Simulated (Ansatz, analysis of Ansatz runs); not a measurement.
# Migration in Y2S2O (P2_1/c): O_i by the interstitialcy path, charge 0, part 2 of 3

How high is the barrier when O changes place in Y2S2O (P2_1/c)? The case: O_i by the interstitialcy path, charge 0, in a cell of 40 host atoms with 1 O put in.

Ansatz 0.2.0; plane-wave PAW DFT, LDA; nudged elastic band between two relaxed defect structures.

So far. Step 2 (Relaxation of the start point, charge 0): Among the atoms that came to bonding distance: S21–O41 1.68 Å (from 2.25).

### 3. Relaxation of the end point, charge 0

Level of this step: plane-wave PAW DFT, LDA; relaxation of all atoms of a defect supercell (Ansatz).

The end point is relaxed in the same cell and settings, so that the two energies compare.

q0.end/input.yaml reads:

```yaml
crystal:
  lattice:
    - [-1.13015356, 6.77967323, 6.6421666]
    - [6.96905613, 0.0, 6.61852732]
    - [8.0992097, 6.77967323, -0.02363928]
  atoms:
    - { symbol: "Y", position: [0.41656442, 0.33381268, 0.52911365] }
    - { symbol: "Y", position: [0.91656442, 0.83381268, 0.02911365] }
    - { symbol: "Y", position: [0.02911365, 0.72050926, 0.41656442] }
    - { symbol: "Y", position: [0.52911365, 0.22050926, 0.91656442] }
    - { symbol: "Y", position: [0.08343558, 0.16618732, 0.97088635] }
    - { symbol: "Y", position: [0.58343558, 0.66618732, 0.47088635] }
    - { symbol: "Y", position: [0.47088635, 0.77949074, 0.08343558] }
    - { symbol: "Y", position: [0.97088635, 0.27949074, 0.58343558] }
    - { symbol: "Y", position: [0.05592476, 0.62391369, 0.80025064] }
    - { symbol: "Y", position: [0.55592476, 0.12391369, 0.30025064] }
    - { symbol: "Y", position: [0.30025064, 0.51991091, 0.05592476] }
    - { symbol: "Y", position: [0.80025064, 0.01991091, 0.55592476] }
    - { symbol: "Y", position: [0.44407524, 0.87608631, 0.69974936] }
    - { symbol: "Y", position: [0.94407524, 0.37608631, 0.19974936] }
    - { symbol: "Y", position: [0.19974936, 0.98008909, 0.44407524] }
    - { symbol: "Y", position: [0.69974936, 0.48008909, 0.94407524] }
    - { symbol: S, position: [0.16263204, 0.8073203, 0.11562368] }
    - { symbol: S, position: [0.66263204, 0.3073203, 0.61562368] }
    - { symbol: S, position: [0.23768224, 0.18941516, 0.12924741] }
    - { symbol: S, position: [0.73768224, 0.68941516, 0.62924741] }
    - { symbol: S, position: [0.26231776, 0.31058484, 0.37075259] }
    - { symbol: S, position: [0.76231776, 0.81058484, 0.87075259] }
    - { symbol: S, position: [0.37075259, 0.5563448, 0.76231776] }
    - { symbol: S, position: [0.87075259, 0.0563448, 0.26231776] }
    - { symbol: S, position: [0.11562368, 0.41442398, 0.66263204] }
    - { symbol: S, position: [0.61562368, 0.91442398, 0.16263204] }
    - { symbol: S, position: [0.33736796, 0.6926797, 0.38437632] }
    - { symbol: S, position: [0.83736796, 0.1926797, 0.88437632] }
    - { symbol: S, position: [0.38437632, 0.08557602, 0.83736796] }
    - { symbol: S, position: [0.88437632, 0.58557602, 0.33736796] }
    - { symbol: S, position: [0.12924741, 0.9436552, 0.73768224] }
    - { symbol: S, position: [0.62924741, 0.4436552, 0.23768224] }
    - { symbol: O, position: [0.43980694, 0.91052819, 0.4728954] }
    - { symbol: O, position: [0.93980694, 0.41052819, 0.9728954] }
    - { symbol: O, position: [0.0271046, 0.82323053, 0.56019306] }
    - { symbol: O, position: [0.5271046, 0.32323053, 0.06019306] }
    - { symbol: O, position: [0.06019306, 0.58947181, 0.0271046] }
    - { symbol: O, position: [0.56019306, 0.08947181, 0.5271046] }
    - { symbol: O, position: [0.6286, 0.4768, 0.7122] }
    - { symbol: O, position: [0.9728954, 0.17676947, 0.43980694] }
    - { symbol: O, position: [0.47293, 0.676621, -0.060034] }
basis:
  ecutwfc: 420
  xc_grid: 2
hamiltonian:
  xc: lda
kpoints:
  mp_grid: { grid: [1, 1, 1] }
scf:
  occupations: { method: fermi_dirac, width: 0.01 }
  max_iter: 60
output:
  forces: true
relax:
  f_tol: 0.015
  max_steps: 70
  random_displacement: { amplitude: 0.03, seed: 9745 }
```

Launch:

```bash
ansatz run input.yaml --threads 4 --pin off --max-ram 7536MiB --backend cpu --events-out ev --progress --plain --runs-dir out
```

Numbers of over 12 decimals in the logs are rounded to 6 here.

The log of the run:

```text
[...]
Crystal: 41 atoms, lattice volume = 729.080 Å³
Basis set: ecut = 420 eV, 14223 PW (Γ), exchange–correlation on 128×144×144 points (8 copies of the dense FFT grid, shifted against one another)
Bands: 204, of which v1, the nominal top of the filled ones, is band 163 counted from 1 (162 counted from 0)
Symmetry: 1 space group operations
k-points: 1
[...]
SCF iter   1: F=—  HF=-78924.501092 eV  |F-HF|=—  |Δ(HF+E_count)|=         —  Δρ=1.67e-2  dr2=2.34e0  ethr=1.77e-3  ⟨swp⟩=6.0  Hψ=779  notcnv=0  defer=23
[...]
SCF iter  13: F=-78924.079943 eV  HF=-78924.079948 eV  |F-HF|=4.60e-6  |Δ(HF+E_count)|=   7.34e-7  Δρ=2.58e-5  dr2=5.37e-6  ethr=1.73e-9  ⟨swp⟩=2.0  Hψ=480  notcnv=0
SCF 1 converged in 13 iterations: F = -78924.079943 eV  dr2 = 5.37e-6
[...]
--- Relaxed structure (13 steps of the walk, 12 accepted, 0 SCFs on fresh bases) ---
  F+E_penalty+E_count = -78927.05969436 eV   max|allowed force component| = 7.900e-3 eV/Å
  atoms:
    - { symbol: Y, position: [0.410829, 0.331534, 0.530154] }
    - { symbol: Y, position: [0.912890, 0.825531, 0.037272] }
[...]
- { symbol: Y, position: [0.471361, 0.774656, 0.083308] }
[...]
- { symbol: Y, position: [0.301589, 0.514099, 0.058694] }
    [... 1 atom left out ...]
    - { symbol: Y, position: [0.428359, 0.882663, 0.699871] }
[...]
- { symbol: Y, position: [0.698008, 0.477486, 0.933096] }
    - { symbol: S, position: [0.165039, 0.805162, 0.111772] }
[...]
- { symbol: S, position: [0.262984, 0.307714, 0.372339] }
    [... 5 atoms left out ...]
    - { symbol: S, position: [0.340160, 0.687223, 0.385639] }
    [... 4 atoms left out ...]
    - { symbol: S, position: [0.625874, 0.440710, 0.234087] }
    [... 3 atoms left out ...]
    - { symbol: O, position: [0.525765, 0.319754, 0.060999] }
    [... 4 atoms left out ...]
    - { symbol: O, position: [0.474586, 0.674551, -0.066982] }
[key lines of the parts left out:]
SCF converged after 5 iterations
Free energy (F): -78927.059694 eV
Fermi energy:    10.430793 eV
```

Wall time 92 s (4 threads of Arm Neoverse N1, shared host); peak memory 0.76 GiB.

The steps of the relaxation:

| step | energy less that of the first step (eV) | largest force component (eV/Å) |
| --- | --- | --- |
| 1 | 0.0000 | 1.2402 |
| 2 | -0.6690 | 1.8009 |
| 3 | -1.3572 | 2.4460 |
| 4 | -1.9663 | 2.3981 |
| 5 | -2.5761 | 1.4020 |
| 6 | -2.5862 | 3.3375 |
| 7 | -2.8357 | 0.6242 |
| 8 | -2.7935 | 0.9067 |
| 9 | -2.9326 | 0.3560 |
| 10 | -2.9710 | 0.1019 |
| 11 | -2.9770 | 0.0991 |
| 12 | -2.9795 | 0.0274 |
| 13 | -2.9798 | 0.0079 |

Relaxation step 8 was tried and not accepted.

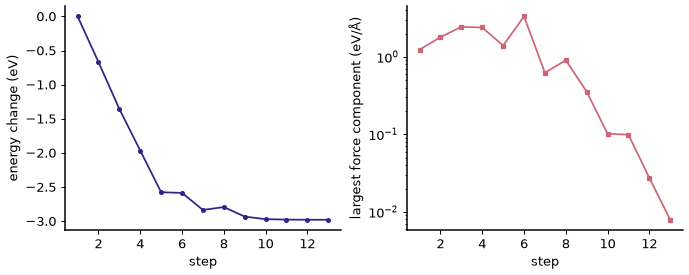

Energy and largest force along the relaxation.

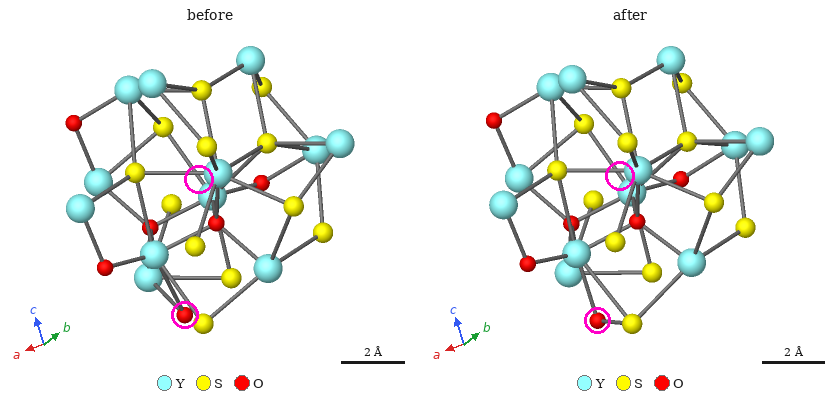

Before and after: the atoms that start within 5 Å of the centre. O39, which moves most, is ringed if it is among them. A ring with no atom in it marks the empty centre.

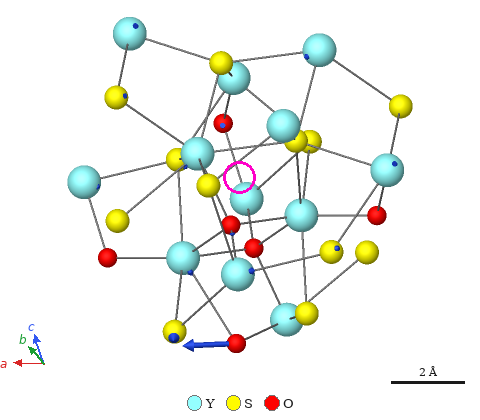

Displacements in the relaxation from the typed sites near the centre, exaggerated; the longest in the cell stands for 1.09 Å. A ring marks the centre wherever it is empty.

The atoms that moved most (Å, from the sites as typed, ahead of the random displacement):

| atom | dx | dy | dz | length |
| --- | --- | --- | --- | --- |
| O39 | -0.078 | 0.505 | 0.960 | 1.088 |
| S20 | -0.005 | -0.236 | 0.211 | 0.316 |
| Y8 | 0.178 | -0.072 | -0.068 | 0.203 |
| S28 | -0.008 | 0.121 | -0.144 | 0.188 |
| Y16 | -0.105 | -0.085 | -0.028 | 0.138 |
| Y13 | 0.064 | -0.105 | -0.060 | 0.137 |
| S18 | -0.036 | -0.018 | -0.109 | 0.116 |
| Y3 | -0.036 | 0.013 | 0.095 | 0.102 |

Neighbours of O41 at the end:

| atom | distance (Å) |
| --- | --- |
| Y13 | 2.212 |
| Y16 | 2.229 |
| Y11 | 2.239 |
| Y7 | 2.254 |
| O36 | 2.784 |
| S17 | 3.090 |
| S23 | 3.171 |
| S32 | 3.180 |
| S22 | 3.199 |

Numbers from this step:

```
free energy                                                                                       : -78927.0597 eV
largest move from the ideal geometry of this structure, a common shift of the far atoms taken out : 1.117 Å
```

The relaxation gained 2.980 eV and ended with a largest force component of 0.0079 eV/Å. The end lies within 1 meV of the start.

[end of part 2 of 3]

[Logs are printed without paths, hosts, clocks, repeated set-up lines and the standing remarks that a program may print on its own settings, such as how far it seeks lower states.]

[Hosts, paths, dates, database ids (printed as entryN), source tags and the programs' standing remarks are cut or masked in the printed files.]
